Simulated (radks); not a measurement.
# F in [He] 2s2 2p4 3d1: an all-electron calculation

What are the levels of neutral fluorine, how large are its shells, and how does its energy divide?

Method: scalar-relativistic Kohn-Sham, PBEsol, spin-unpolarised, spherical densities, point nucleus. Code: radks (a radial shooting solver on a logarithmic mesh, Libxc functionals) version 1.

## 1. What is computed

* element: fluorine (Z = 9)
* charge: 0
* electrons: 9
* configuration: [He] 2s2 2p4 3d1

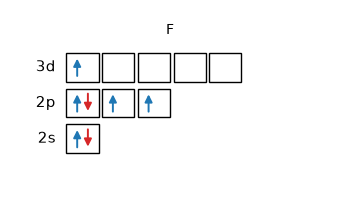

Occupation of the outer shells (arrows by Hund's rule).

## 2. The run

The run's settings:

```text
Z 9
configuration [He] 2s2 2p4 3d1
relativity scalar-relativistic
functional pbe_sol,pbe_sol
spin unpolarised
nucleus point
c 137.035999084
```

Started as:

```console
$ python run_ks.py task.json out
```

The same process makes all the runs of this session.

Q: Predict the outcome of this run.

**Answer**, as computed:

| quantity | value |
| --- | --- |
| total energy | -98.79467 hartree |
| exchange-correlation share of it | 9.56 % |
| −T/E | 0.9991 |
| highest occupied level | 3d, -0.707 eV |
| most extended occupied level | 3d, <r> = 10.4 bohr |
| radius at density 0.001 e/bohr³ | 2.77 bohr |
| maxima of the radial density | 3 |

The radial density shows 3 maxima for 3 occupied principal shells. This is not the tabulated ground configuration, so its levels and sizes aren't those of the ground state, and no measured value stands beside it.
